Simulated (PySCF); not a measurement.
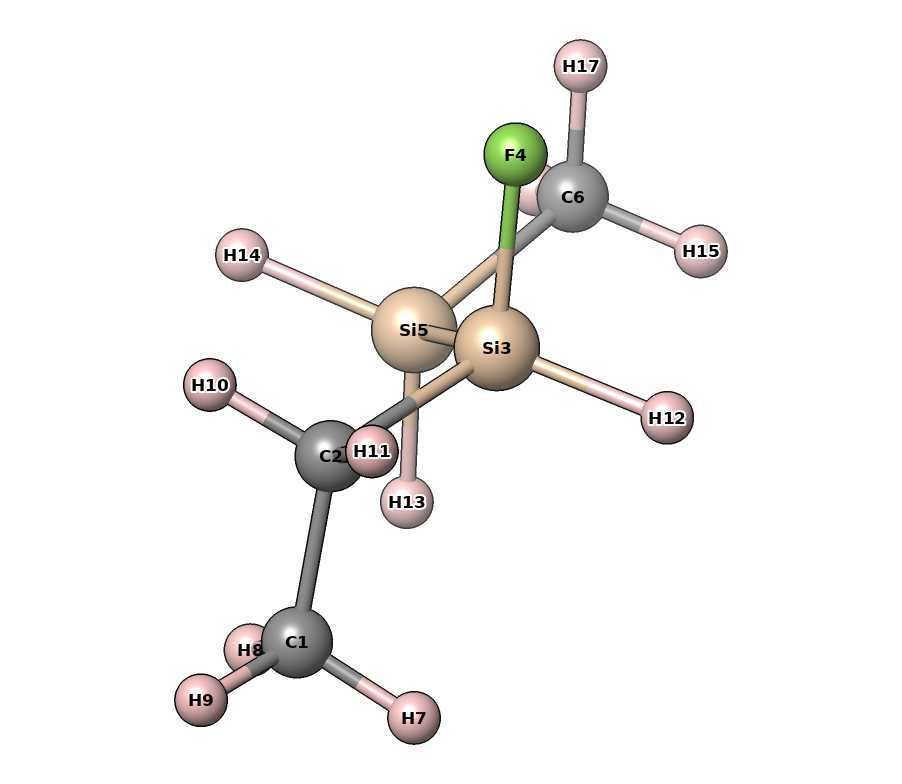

Si5 lies behind Si3. The molecule seen a little off the Si3–Si5 bond, Si3 in front. Depth is shown by fading: the farther an atom, the more it takes the colour of the background. The geometry was computed by an optimisation with GFN2-xTB. No frequency run is at hand to confirm it as a minimum.

> What is the torsion angle F4–Si3–Si5–C6? The sign is positive where the front bond must turn clockwise to cover the back bond.

57°, synclinal (gauche). The bonds about Si3–Si5 are staggered.
